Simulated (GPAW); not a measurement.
# Screening of a field by HfGe2As4 monolayer, part 2 of 2

Aim: the dipole that a field along the normal induces in HfGe2As4 monolayer.

GPAW 26.7.0; GPAW, PAW setups; layer in a repeated cell with vacuum, relaxation of atoms and in-plane cell (the session's first sound run).

So far, upper work function (eV): step 3 (plane waves, PBE) 5.00.

## 6. In a field

Level of this step: GPAW, PAW setups; slab in vacuum (GPAW).

run.py reads:

```python
import json
import numpy as np
from ase import Atoms
from gpaw import GPAW, PW
from gpaw.external import ConstantElectricField

slab = Atoms(
    ['As', 'Ge', 'As', 'Hf', 'As', 'Ge', 'As'],
    positions=[
        [-0.00000, -0.00000, 8.00000],
        [0.00000, 2.23644, 9.12063],
        [0.00000, 2.23644, 11.57682],
        [-0.00000, 0.00000, 13.10079],
        [0.00000, 2.23644, 14.62477],
        [0.00000, 2.23644, 17.08095],
        [-0.00000, -0.00000, 18.20159]],
    cell=[[3.87361, -0.0, 0.0], [-1.93681, 3.35464, 0.0], [0.0, 0.0, 26.2016]],
    pbc=[True, True, False])

slab.calc = GPAW(mode=PW(400), xc='PBE', kpts={'size': (9, 9, 1), 'gamma': True},
                 occupations={'name': 'fermi-dirac', 'width': 0.05}, nbands='200%',
                 convergence={'density': 1e-05}, maxiter=200,
                 poissonsolver={'dipolelayer': 'xy'},
                 external=ConstantElectricField(-0.05, [0, 0, 1]),
                 symmetry={'tolerance': 1e-3}, txt='slab.txt')
result = {}
energy = slab.get_potential_energy()
fermi = slab.calc.get_fermi_level()
v = slab.calc.get_electrostatic_potential().mean((0, 1)) - fermi
n = slab.calc.get_pseudo_density().mean((0, 1))
L = slab.cell[2, 2]
z = np.arange(len(v)) * L / len(v)
low, high = slab.positions[:, 2].min(), slab.positions[:, 2].max()
below, above = np.interp([low - 5.8, high + 5.8], z, v)
slopes = [np.interp(x, z, np.gradient(v, z)) for x in (low - 5.8, high + 5.8)]
eps = np.array([[slab.calc.get_eigenvalues(k, s) for k in range(len(slab.calc.get_ibz_k_points()))]
                for s in range(slab.calc.get_number_of_spins())]) - fermi
top, bottom = eps[eps < 0].max(), eps[eps > 0].min()
dipole = slab.get_dipole_moment()[2]
print(f'energy {energy:.4f} eV, Fermi level {fermi:.4f} eV, dipole {dipole:.5f} e A')
print(f'potential 5.8 A off the faces, from the Fermi level: lower {below:.4f} eV, upper {above:.4f} eV')
print(f'slope of the potential there: lower {slopes[0]:.5f}, upper {slopes[1]:.5f} eV/A')
print(f'nearest levels on the mesh: {top:.4f} and {bottom:.4f} eV')
print('magnetic moment', round(slab.get_magnetic_moment(), 3))
result.update(energy=energy, fermi=fermi, dipole=dipole, below=below, above=above, slopes=slopes, edges=[top, bottom],
              z=z.tolist(), v=v.tolist(), n=n.tolist(), positions=slab.positions.tolist(),
              forces=slab.get_forces(apply_constraint=False).tolist(), moments=slab.get_magnetic_moments().tolist())
json.dump(result, open('result.json', 'w'))
```

Started as:

```
$ OMP_NUM_THREADS=1 OPENBLAS_NUM_THREADS=1 python run.py
```

The log of the run:

```text
energy -36.6468 eV, Fermi level 0.1932 eV, dipole -0.04445 e A
potential 5.8 A off the faces, from the Fermi level: lower 4.6891 eV, upper 5.3084 eV
slope of the potential there: lower -0.00018, upper 0.00014 eV/A
nearest levels on the mesh: -0.1672 and 0.0361 eV
magnetic moment 0.0
```

Elapsed: 2.5 min, on 1 thread of Intel Xeon 6975P-C (Granite Rapids), shared host; peak memory 0.49 GiB.

The electrostatic potential energy of an electron (without an applied field's), less the Fermi level, planar mean oscillates, so the rows of the table below give means over windows of 1.78 Å about each position, cut where the curve ends. Its maxima inside the range that stand out by 2 % of the span (Å: eV): 8.6: -8.84, 10.4: 2.48, 12.3: -5.06, 13.9: -4.98, 15.8: 2.74, 17.6: -8.40. Its minima: 8.1: -12.7, 9.1: -12.1, 11.6: -10.9, 13.1: -15.2, 14.6: -10.7, 17.1: -11.8, 18.1: -12.2.

The electrostatic potential energy of an electron (without an applied field's), less the Fermi level, planar mean by z; means over each step:

```csv
z (Å),"electrostatic potential energy of an electron (without an applied field's), less the Fermi level, planar mean (eV)"
0.89,4.72
2.67,4.69
4.45,4.68
6.23,4.03
8.01,-7.96
9.79,-3.31
11.57,-5.87
13.35,-9.74
15.13,-3.44
16.91,-6.24
18.69,-3.94
20.47,5.13
22.25,5.31
24.03,5.31
25.81,5.28
```

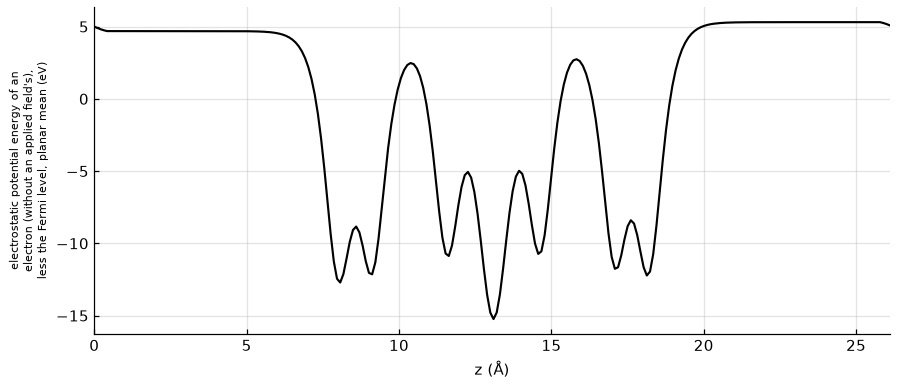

Electrostatic potential energy of an electron (without an applied field's), less the Fermi level, planar mean, plotted against z.

## 7. In a field

Changes to run.py since step 6:

```diff
@@ -23,3 +23,3 @@
                  poissonsolver={'dipolelayer': 'xy'},
-                 external=ConstantElectricField(-0.05, [0, 0, 1]),
+                 external=ConstantElectricField(0.05, [0, 0, 1]),
                  symmetry={'tolerance': 1e-3}, txt='slab.txt')
```

The log of the run:

```text
energy -36.6468 eV, Fermi level 0.1932 eV, dipole 0.04445 e A
potential 5.8 A off the faces, from the Fermi level: lower 5.3084 eV, upper 4.6891 eV
slope of the potential there: lower -0.00014, upper 0.00018 eV/A
nearest levels on the mesh: -0.1672 and 0.0361 eV
magnetic moment 0.0
```

It took 2.5 min on 1 thread; peak memory 0.49 GiB.

## 8. In a field

Changes to run.py since step 7:

```diff
@@ -23,3 +23,3 @@
                  poissonsolver={'dipolelayer': 'xy'},
-                 external=ConstantElectricField(0.05, [0, 0, 1]),
+                 external=ConstantElectricField(0.1, [0, 0, 1]),
                  symmetry={'tolerance': 1e-3}, txt='slab.txt')
```

The log of the run:

```text
energy -36.6501 eV, Fermi level 0.1930 eV, dipole 0.08888 e A
potential 5.8 A off the faces, from the Fermi level: lower 5.6184 eV, upper 4.3800 eV
slope of the potential there: lower -0.00011, upper 0.00021 eV/A
nearest levels on the mesh: -0.1672 and 0.0362 eV
magnetic moment 0.0
```

Elapsed: 2.7 min, on 1 thread; peak memory 0.49 GiB.

The dipole is now 0.0889 e Å, against 0.0011 in the run without a field.

## 9. Field on

Changes to run.py since step 8:

```diff
@@ -23,3 +23,3 @@
                  poissonsolver={'dipolelayer': 'xy'},
-                 external=ConstantElectricField(0.1, [0, 0, 1]),
+                 external=ConstantElectricField(0.2, [0, 0, 1]),
                  symmetry={'tolerance': 1e-3}, txt='slab.txt')
```

The log of the run:

```text
energy -36.6634 eV, Fermi level 0.1915 eV, dipole 0.17774 e A
potential 5.8 A off the faces, from the Fermi level: lower 6.2405 eV, upper 3.7640 eV
slope of the potential there: lower -0.00007, upper 0.00026 eV/A
nearest levels on the mesh: -0.1670 and 0.0363 eV
magnetic moment 0.0
```

Run time: 2.7 min. Hardware: 1 thread; peak memory 0.49 GiB.

The electrostatic potential energy of an electron (without an applied field's), less the Fermi level, planar mean oscillates, so the rows of the table below give means over windows of 1.83 Å about each position, cut where the curve ends. Its maxima inside the range that stand out by 2 % of the span (Å: eV): 1.8: 6.24, 8.6: -7.75, 10.4: 3.14, 12.3: -4.86, 13.9: -5.18, 15.8: 2.08, 17.6: -9.49. Its minima: 8.1: -11.5, 9.1: -11.2, 11.6: -10.5, 13.1: -15.2, 14.6: -11.1, 17.1: -12.7, 18.1: -13.4.

Electrostatic potential energy of an electron (without an applied field's), less the Fermi level, planar mean against z; means over each step:

| z (Å) | electrostatic potential energy of an electron (without an applied field's), less the Fermi level, planar mean (eV) |
| --- | --- |
| 0.92 | 6.11 |
| 2.75 | 6.24 |
| 4.58 | 6.23 |
| 6.41 | 5.07 |
| 8.23 | -8.23 |
| 10.07 | -0.830 |
| 11.89 | -7.19 |
| 13.73 | -9.94 |
| 15.55 | -1.72 |
| 17.38 | -10.3 |
| 19.21 | -0.731 |
| 21.05 | 3.73 |
| 22.88 | 3.76 |
| 24.70 | 3.76 |

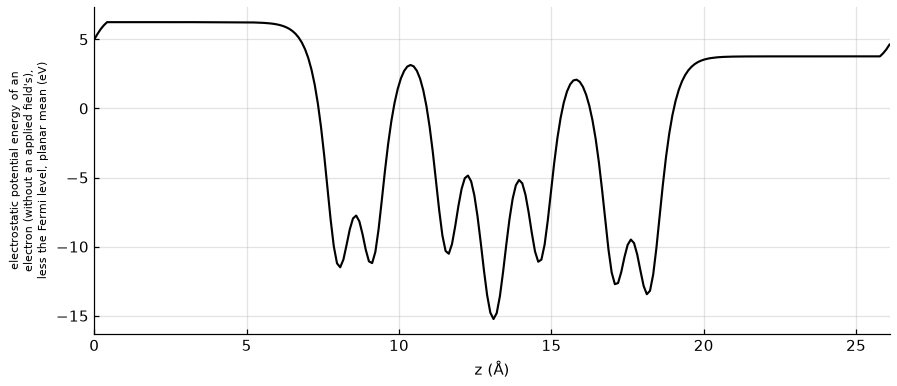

Electrostatic potential energy of an electron (without an applied field's), less the Fermi level, planar mean against z.

The dipole is now 0.178 e Å, against 0.0011 in the run without a field.

## 10. Field on

Changes to run.py since step 9:

```diff
@@ -23,3 +23,3 @@
                  poissonsolver={'dipolelayer': 'xy'},
-                 external=ConstantElectricField(0.2, [0, 0, 1]),
+                 external=ConstantElectricField(0.3, [0, 0, 1]),
                  symmetry={'tolerance': 1e-3}, txt='slab.txt')
```

The log of the run:

```text
energy -36.6857 eV, Fermi level 0.1892 eV, dipole 0.26667 e A
potential 5.8 A off the faces, from the Fermi level: lower 6.8647 eV, upper 3.1492 eV
slope of the potential there: lower -0.00003, upper 0.00031 eV/A
nearest levels on the mesh: -0.1667 and 0.0366 eV
magnetic moment 0.0
```

Wall time 2.1 min (1 thread); peak memory 0.49 GiB.

The dipole is now 0.267 e Å, against 0.0011 in the run without a field.

## 11. The series

The members are put on one axis.

This step: induced dipole against applied field (GPAW 26.7.0).

Dipole along the normal against field:

```csv
field (V/Å),dipole along the normal (e·Å)
-0.200,-0.178
-0.100,-0.0889
-0.050,-0.0444
0.000,0.00106
0.050,0.0444
0.100,0.0889
0.200,0.178
0.300,0.267
```

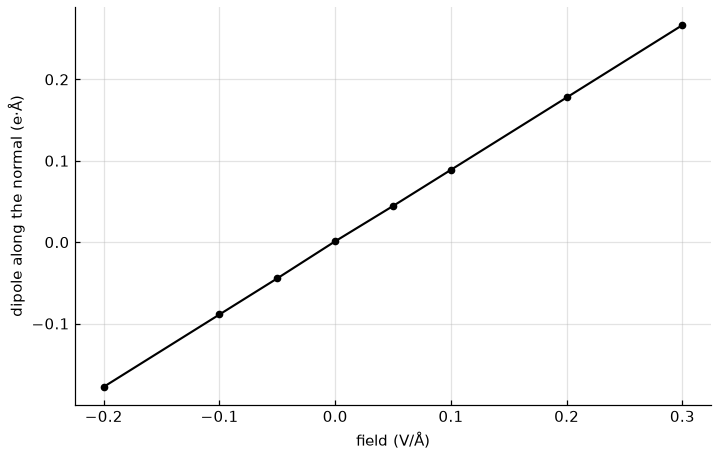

Dipole along the normal against field.

## 12. Outcome

```
work function, both faces                      : 5.00 eV
dipole along the normal                        : 0.0011 e Å, near the numerical noise
induced dipole per field                       : 0.889 e Å per V/Å
out-of-plane polarisability per area, α/(ε0 A) : 12.4 Å
```

What this shows: The field induces 0.889 e Å per V/Å, a polarisable thickness α/(ε0 A) of 12.4 Å beside 10.2 Å between the outermost nuclei. A perfect conductor would give the distance between its two image planes; a dielectric of thickness t gives t(1 - 1/ε). The induced dipole is linear in the field over this range. The starting lattice was a guess from atomic radii; the relaxation moved it by 4 %. The small printed dipole stands for a step of -15 meV from the lower to the upper face, and the probes find 4.7 meV; values this small are near the numerical noise of both. The layer's cell and atoms come from the relaxation; spin-orbit coupling and temperature are left out.

[Logs are printed without paths, hosts, clocks, repeated set-up lines and the standing remarks that a program may print on its own settings, such as how far it seeks lower states.]

[Hosts, paths, dates, database ids (printed as entryN), source tags and the programs' standing remarks are cut or masked in the printed files.]
